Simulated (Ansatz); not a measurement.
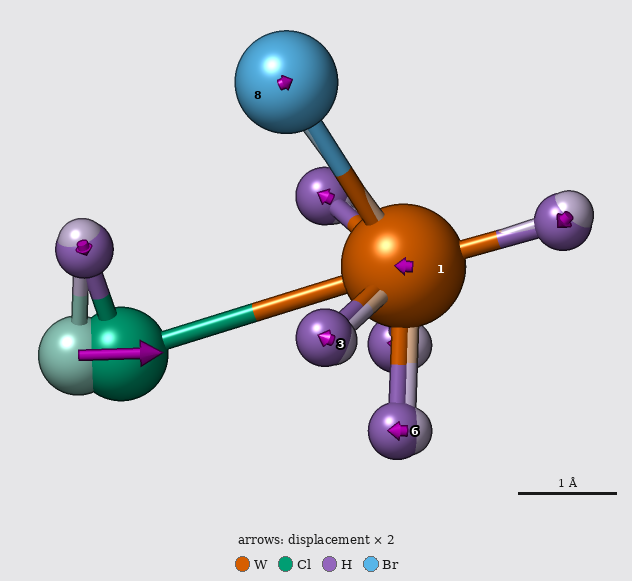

A relaxation of WH₆BrCl. The starting structure is drawn faded, the final one solid; purple arrows show the displacements, 2 times their true length. The two geometries are superimposed by the best rigid fit.

A ball-and-stick model, seen at a tilt.

The run prepares an end point of a later path (reaction) calculation, from a guessed geometry.

These are results of RKS PBE0-D4/def2-SVP in Ansatz, not measurements. Settings: no spin polarisation; force threshold 0.03 eV/Å; at most 50 steps.

Q: Atoms of which element are displaced furthest, and by how much?

A: Chlorine: up to 0.44 Å, against 0.11 Å for hydrogen.

Q: What did the optimiser do to the structure, and how much energy did it gain?

A: The largest move after the best rigid fit is that of the Cl atom, 0.44 Å. By element the largest moves are Cl 0.44 Å, H 0.11 Å, W 0.10 Å, Br 0.08 Å. Among the contacts that change: Cl–W 3.584 → 3.070 Å, Br–W 2.547 → 2.485 Å, Cl–H 1.333 → 1.293 Å, H–W 1.711 → 1.717 Å. Among the angles between lasting bonds that change: H–W–H 109.7° → 107.3°, H–W–Br 134.5° → 136.6°. After 6 accepted moves (8 points after the start) the energy has fallen by 0.116 eV. The largest force component goes from 0.75 to 0.0031 eV/Å. The line search rejected the trial steps at points 3, 7 of the run. Cost: 43 s on 2 threads of AMD EPYC 7R43 64-Core Processor (Zen 3), on a shared host, peak memory 0.31 GiB.

Limits of the set-up: the start holds two separate molecules, 2.7 Å apart at their closest, whose relative position is a soft coordinate.
